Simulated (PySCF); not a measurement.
## C₆H₁₆BNO: excited-state calculation

System: C₆H₁₆BNO.
Method: TDDFT B3LYP/def2-SVPD, vertical, gas phase, core orbitals frozen in the response (PySCF 2.14.0).

The geometry comes from this level: PBE0-D3(BJ)/def2-SVP. It belongs to a series of runs on one base structure; here: constitutional isomer.

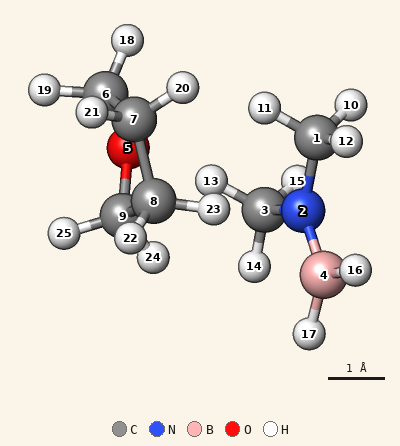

*The structure (ball-and-stick view, seen at a tilt; atoms are numbered from 1 in the order of the input). Sticks are drawn by distance; a stretched bond gets none, so the picture shows separate pieces.*

Bond lengths as drawn: B–H 1.21 Å, B–N 1.39 Å, C–C 1.53 to 1.54 Å, C–H 1.10 to 1.11 Å, C–N 1.45 Å and C–O 1.41 Å.

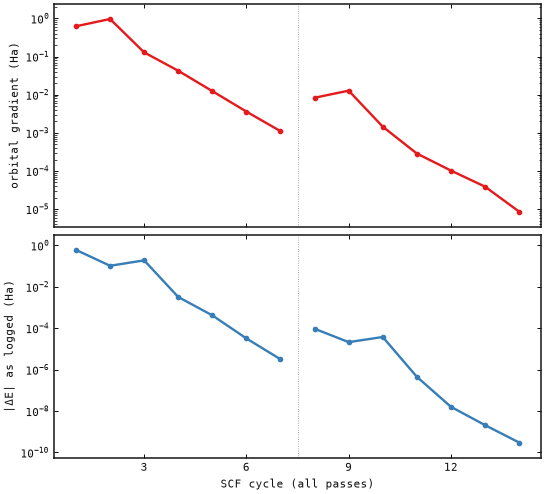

*Convergence of the self-consistent field: orbital gradient and size of the energy change against the SCF cycle. The dotted line marks the change from a coarse to the final integration grid.*

The first 7 cycles use a coarse grid, the final grid takes over at cycle 8, and the field converges after 14 cycles in all.

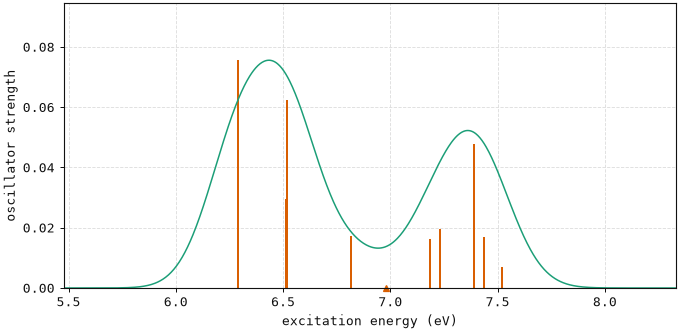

*Computed excitations as sticks (degenerate states added up, dark ones marked on the axis), with a Gaussian envelope of 0.35 eV full width at half maximum, scaled to the tallest.*

Of the 10 states the lowest lies at 6.29 eV (f = 0.076); the strongest line is at 6.29 eV, or 197 nm (f = 0.076).

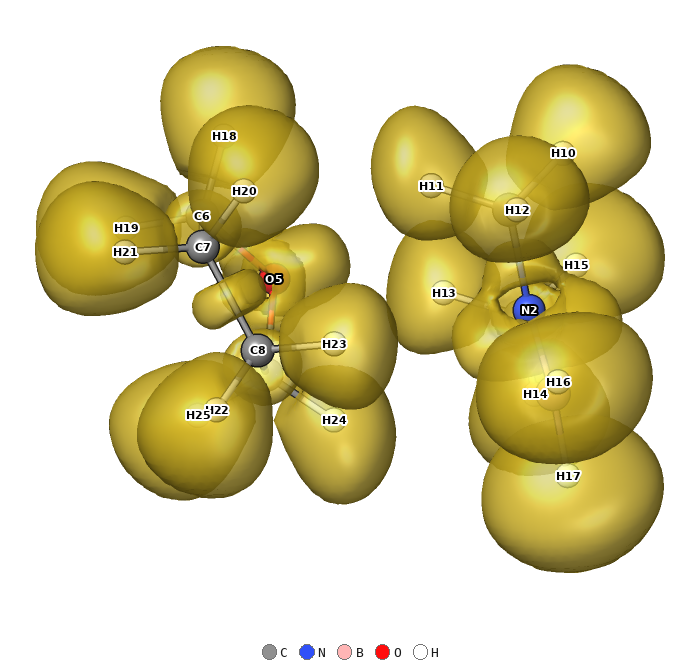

*Isosurface of the ELF at 0.75 (yellow), seen at a tilt. Core shells and regions of very low density are left out.*

Profiles from the grid: O5···H13 (2.47 Å): the ELF is only about 0 between them; a non-bonded, intermolecular contact. B–N (1.39 Å): the ELF peaks at about 0.90 between the atoms, which marks a polar covalent bond.

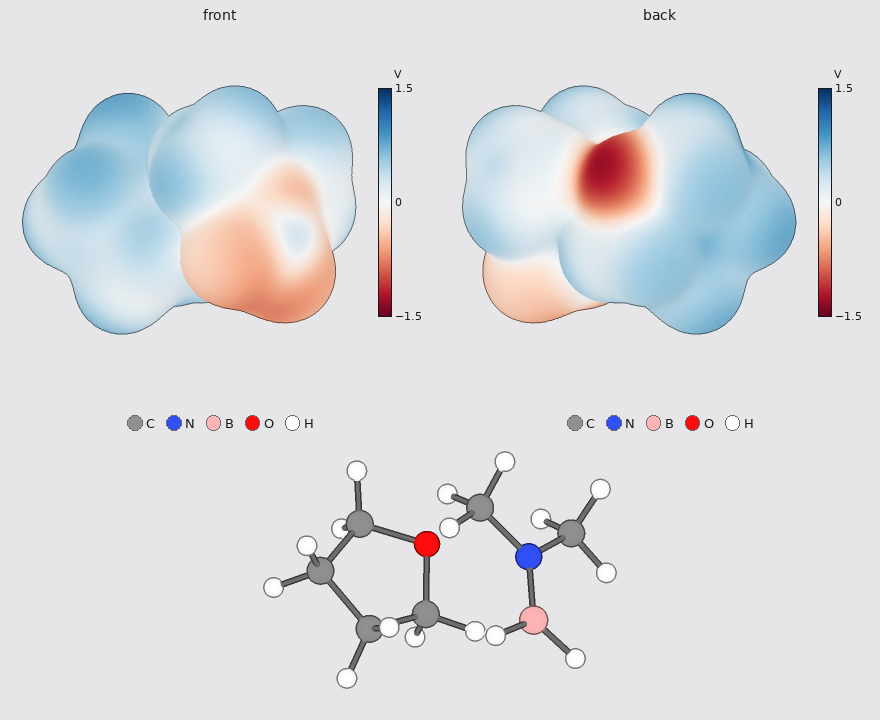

*The molecular electrostatic potential painted on the density surface at 0.002 e/bohr³, seen at a tilt and from behind; the colour scale runs from red (negative) to blue (positive). The bare structure is drawn below in the same view.*

Its dipole moment is 2.01 D.

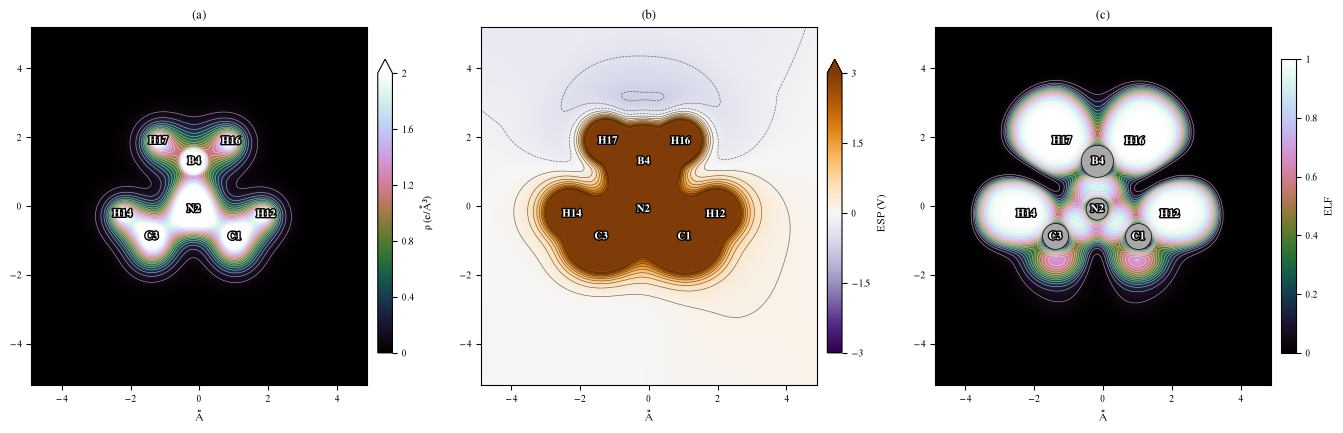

*(a) electron density; (b) electrostatic potential; (c) electron localisation function on the plane of atoms N2, C3 and H14. Grey discs, where drawn, cover atomic cores.*

The input and output of the run follow.

Input file:
```
{"job": {"kind": "uv", "xc": "B3LYP", "basis": "def2-SVPD", "ip": true}, "charge": 0, "multiplicity": 1}
C      2.157093    -0.474943     1.678857
N      2.340580    -0.399992     0.247195
C      2.872811     0.872127    -0.191486
B      2.022707    -1.438999    -0.618480
O     -0.162056     1.898456     0.789318
C     -1.093337     1.968460     1.842273
C     -1.841576     0.622003     1.843094
C     -1.501783     0.024995     0.464259
C     -0.799164     1.182391    -0.242212
H      3.114461    -0.324440     2.209257
H      1.457482     0.308722     2.013983
H      1.756920    -1.458266     1.955994
H      2.206392     1.694596     0.118221
H      2.970679     0.879681    -1.284262
H      3.869246     1.054635     0.249356
H      1.572990    -2.467294    -0.163496
H      2.193297    -1.289070    -1.807759
H     -0.546596     2.176940     2.773496
H     -1.800382     2.804399     1.669647
H     -1.497456    -0.031941     2.657191
H     -2.922789     0.768625     1.981437
H     -2.385422    -0.330682    -0.084409
H     -0.808701    -0.823052     0.564534
H     -0.038419     0.867723    -0.969614
H     -1.534059     1.830899    -0.762722
```

The first line tells a small driver script what to run in PySCF; the rest is the geometry in Å.

Launch command:
```bash
OMP_NUM_THREADS=1 python <driver script> task.json out
```

Log:
```
coarse grid: 19672 points
cycle   1  E = -392.6818383595  dE =  6.056e-01  |g| = 6.256e-01  |ddm| = 9.322e+00
cycle   2  E = -392.5780358543  dE =  1.038e-01  |g| = 9.699e-01  |ddm| = 2.210e+00
cycle   3  E = -392.7676427364  dE = -1.896e-01  |g| = 1.290e-01  |ddm| = 1.232e+00
cycle   4  E = -392.7708709860  dE = -3.228e-03  |g| = 4.257e-02  |ddm| = 2.760e-01
cycle   5  E = -392.7712886388  dE = -4.177e-04  |g| = 1.244e-02  |ddm| = 8.880e-02
cycle   6  E = -392.7713207533  dE = -3.211e-05  |g| = 3.614e-03  |ddm| = 2.983e-02
cycle   7  E = -392.7713239184  dE = -3.165e-06  |g| = 1.107e-03  |ddm| = 6.947e-03
final grid: 186608 points
cycle   8  E = -392.8502978759  dE = -9.454e-05  |g| = 8.346e-03  |ddm| = 2.673e-01
cycle   9  E = -392.8502765636  dE =  2.131e-05  |g| = 1.280e-02  |ddm| = 3.585e-02
cycle  10  E = -392.8503143443  dE = -3.778e-05  |g| = 1.454e-03  |ddm| = 1.801e-02
cycle  11  E = -392.8503147960  dE = -4.516e-07  |g| = 2.870e-04  |ddm| = 2.268e-03
cycle  12  E = -392.8503148120  dE = -1.607e-08  |g| = 1.027e-04  |ddm| = 7.186e-04
cycle  13  E = -392.8503148141  dE = -2.095e-09  |g| = 3.886e-05  |ddm| = 2.507e-04
cycle  14  E = -392.8503148144  dE = -3.031e-10  |g| = 8.613e-06  |ddm| = 6.502e-05
converged SCF energy = -392.8503148144

Static polarisability (au): isotropic 101.855, principal 95.008 101.335 109.221

Singlet excitations
state   eV       nm        f      main configurations
  1   6.2885    197.2   0.07560   H->L 0.78, H-1->L 0.15
  2   6.5132    190.4   0.02954   H->L+1 0.87
  3   6.5199    190.2   0.06252   H-1->L 0.76, H->L 0.15
  4   6.8182    181.8   0.01734   H-1->L+1 0.80
  5   6.9808    177.6   0.00046   H-2->L 0.95
  6   7.1860    172.5   0.01626   H->L+2 0.81, H-1->L+1 0.09
  7   7.2303    171.5   0.01943   H->L+3 0.88
  8   7.3903    167.8   0.04783   H-1->L+2 0.60, H-1->L+3 0.15, H->L+4 0.11
  9   7.4380    166.7   0.01696   H->L+4 0.80
 10   7.5208    164.9   0.00711   H-1->L+3 0.74, H-1->L+2 0.17

Triplet excitations (Tamm-Dancoff, eV): 4.8927 6.3315 6.4388 6.4707
Vertical ionisation energy (delta-SCF) = 9.2071 eV
```

Summary:

```json
{"quantity": "outcome", "value": "converged"}
{"quantity": "total energy", "value": "−392.850315 hartree"}
{"quantity": "HOMO", "value": "−7.01 eV"}
{"quantity": "LUMO", "value": "−0.16 eV"}
{"quantity": "dipole moment", "value": "2.01 D"}
{"quantity": "mean polarisability", "value": "101.85 a.u."}
{"quantity": "vertical ionisation energy", "value": "9.21 eV"}
{"quantity": "lowest singlet excitation", "value": "6.29 eV"}
{"quantity": "hardware", "value": "1 CPU thread, shared host"}
{"quantity": "wall time", "value": "9.3 min"}
{"quantity": "peak memory", "value": "1.5 GiB"}
```
